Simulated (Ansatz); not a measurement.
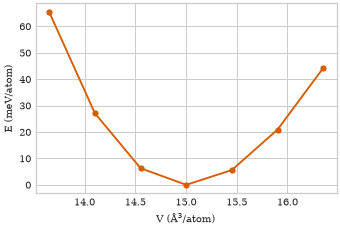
CuAu (L1₀ or tetragonal B2, space group No. 123) under volume change, the program Ansatz at the PBE level (PAW), shape and atoms relaxed at each volume.

What does a third-order Birch–Murnaghan fit give for V₀, B₀ and B′?

V₀ = 15.00 Å³/atom, B₀ = 141 GPa, B′ = 5.5.

Space group P4/mmm (L1₀ or tetragonal B2). Symmetry was held in the PBE relaxation; of distortions, only those at the zone centre were tested. The run is not spin-polarised. Spin–orbit coupling is left out wherever it is not named.

Potentials: the later of the program's two PAW sets.
